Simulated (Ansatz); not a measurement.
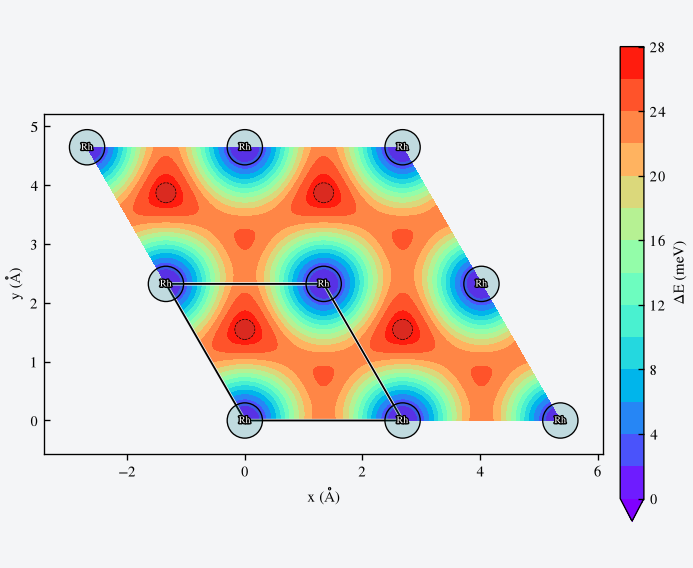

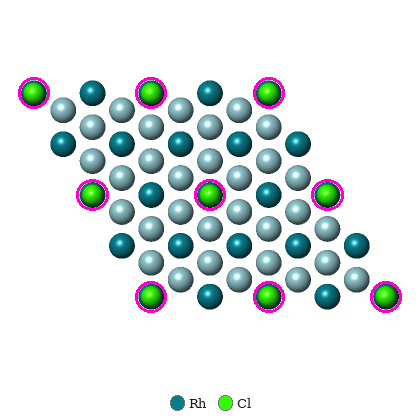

Energy landscape of Cl on a Rh(111) slab cut from the Fm-3m phase, its upper half relaxed before the scan (12 atoms of substrate and one adsorbate in a 2 × 2 cell). 
- Cl is moved over the surface cell at a fixed height above a rigid substrate; the origin of the map has the adsorbate above Rh9; the height is held at 3.40 Å.
- Places are given modulo a cell vector. The map is drawn in real space over the plane of the surface.
- The grid has 6 × 6 points; 10 points were computed and 26 follow by symmetry.
- Places are given in fractions of the 1 × 1 surface cell.
- Energies are in meV, from the lowest grid point.
- The runs have no spin polarisation, so an open-shell adsorbate far from the surface lies too high. At a fixed height the lowest place need not be the adsorption site.
- These are results of DFT PBE+D3(BJ), scalar-relativistic, plane waves, PAW in Ansatz 0.2.0, not measurements. Settings: cutoff 420 eV, k-mesh 6×6×1, gaussian smearing 0.1 eV, no spin polarisation.

The picture shows filled contours, labelled circles for the atoms of the top layer and small ones for the second layer, the outline of one cell of the 2 × 2 shown. Between grid points the surface is interpolated. The second picture is the structure at the lowest point; rings mark the moved atoms.

### What does the map say about the system?

The lowest grid point is at the top site over a surface Rh atom, (0/6, 0/6) of the cell vectors. It is the only kind of minimum in the scanned range. The highest grid point, a threefold hollow over a second-layer Rh atom, (2/6, 4/6) of the cell vectors, lies 27.3 meV above the lowest. On the interpolated surface the easiest way out of the lowest well to its copy in the next cell or period passes a barrier of about 23 meV. At the lowest point the adsorbate has 1 Rh at 3.40 Å as nearest neighbours, at the highest 3 Rh at 3.74 Å.

Grid values (meV):

| second ↓, first → | 0/6 | 1/6 | 2/6 | 3/6 | 4/6 | 5/6 |
| --- | --- | --- | --- | --- | --- | --- |
| 5/6 | 5.6 | 14.8 | 24.0 | 24.0 | 14.8 | 5.6 |
| 4/6 | 17.3 | 24.0 | 27.3 | 24.0 | 17.3 | 13.8 |
| 3/6 | 23.3 | 24.0 | 24.0 | 23.3 | 22.1 | 22.1 |
| 2/6 | 17.3 | 14.8 | 17.3 | 22.1 | 24.3 | 22.1 |
| 1/6 | 5.6 | 5.6 | 13.8 | 22.1 | 22.1 | 13.8 |
| 0/6 | 0.0 | 5.6 | 17.3 | 23.3 | 17.3 | 5.6 |

The input of one point:

```yaml
crystal:
  lattice:
    - [5.3650160462, 0.0, 0.0]
    - [-2.6825080231, 4.6462401878, 0.0]
    - [0.0, 0.0, 21.6939918735]
  atoms:
    - { symbol: Rh, position: [0.3333333333, 0.1666666667, 0.1843828477] }
    - { symbol: Rh, position: [0.3333333333, 0.6666666667, 0.1843828477] }
    - { symbol: Rh, position: [0.8333333333, 0.1666666667, 0.1843828477] }
    - { symbol: Rh, position: [0.8333333333, 0.6666666667, 0.1843828477] }
    - { symbol: Rh, position: [0.1666666667, 0.3333333333, 0.2833554871] }
    - { symbol: Rh, position: [0.1666666667, 0.8333333333, 0.2833554871] }
    - { symbol: Rh, position: [0.6666666667, 0.3333333333, 0.2833554871] }
    - { symbol: Rh, position: [0.6666666667, 0.8333333333, 0.2833554871] }
    - { symbol: Rh, position: [0.0, 0.0, 0.3823174601] }
    - { symbol: Rh, position: [0.0, 0.5, 0.3823174601] }
    - { symbol: Rh, position: [0.5, 0.0, 0.3823174601] }
    - { symbol: Rh, position: [0.5, 0.5, 0.3823174601] }
    - { symbol: Cl, position: [0.0, 0.0, 0.5390428807] }
basis:
  ecutwfc: 420
kpoints:
  mp_grid: { grid: [6, 6, 1] }
hamiltonian:
  xc: pbe
  pseudopotentials: { kind: paw, azcp: { folder: soft_1 } }
  dispersion: d3bj
scf:
  occupations: { method: gaussian, width: 0.1 }
output:
  forces: true
  eigenvalues: true
efield:
  axis: 3
  dipole_correction: true
  ramp_width: 0.04
```

Each point was launched as `ansatz run input.yaml --threads 2 --pin off --max-ram 6144MiB --backend cpu --events-out ev --progress --plain --runs-dir out`. Time for the 10 points that were run: 5.3 min on 2 threads of AMD EPYC 9R45 96-Core Processor (Zen 5) (shared host).
